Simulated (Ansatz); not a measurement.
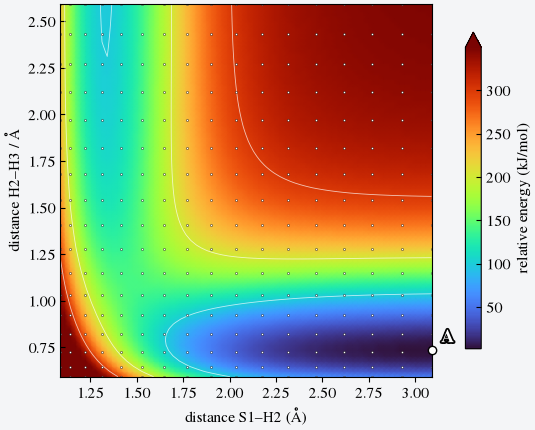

The system S + H₂, spin multiplicity 3. The first coordinate is: distance S1–H2; the second: distance H2–H3. Nothing is relaxed (the angle S1–H2–H3 is fixed at 160 degrees). The grid has 17 × 17 points. Points are written as (first, second). All energies are given in kJ/mol relative to S far from the relaxed HH (each part in its own basis). In part of the range the unrestricted reference is strongly spin-contaminated. All numbers below come from UHF/aug-cc-pVTZ in Ansatz.

Drawn: a smooth colour map with a few white contour lines, dots at the grid points, one colour for all values above the top of the scale, the point A. Between grid points the surface is interpolated.

**Find the lowest path from A to the other arm of the map, and its barrier.**

The easiest path runs from the side where the first distance is long, (3.088 Å, 0.726 Å), to the side where the second distance is long, about (1.34 Å, 2.59 Å). Its highest point, at about (1.46 Å, 1.14 Å), lies about 139 kJ/mol above the start and 42 kJ/mol above the end on the interpolated surface. An end on the edge of the scan is no minimum, so the barrier from there is a lower bound.

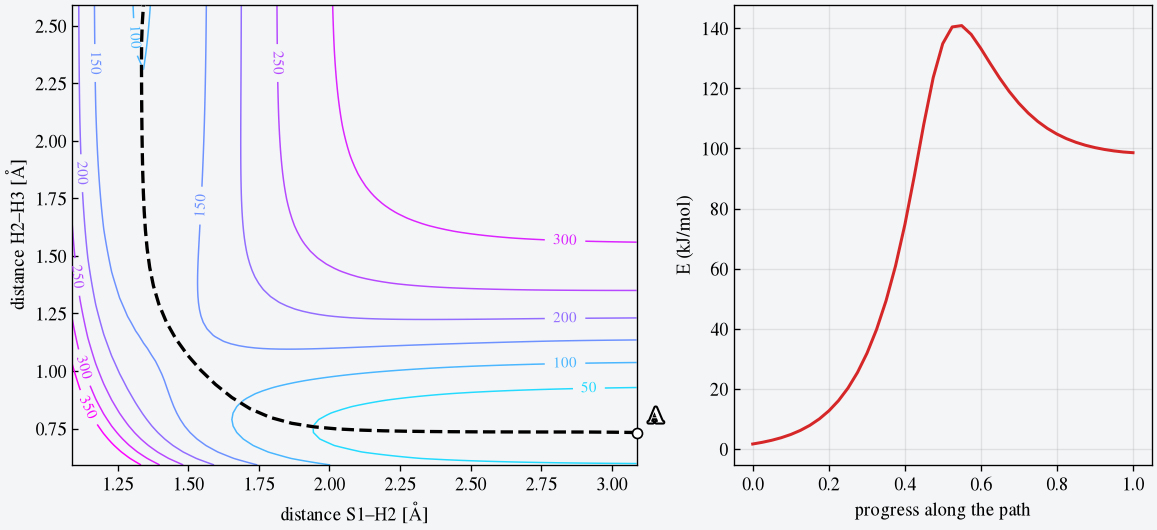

The picture shows contour lines labelled in kJ/mol (none above 350), a line along the lowest path, the energy along the path at the right. Between grid points the surface is interpolated.
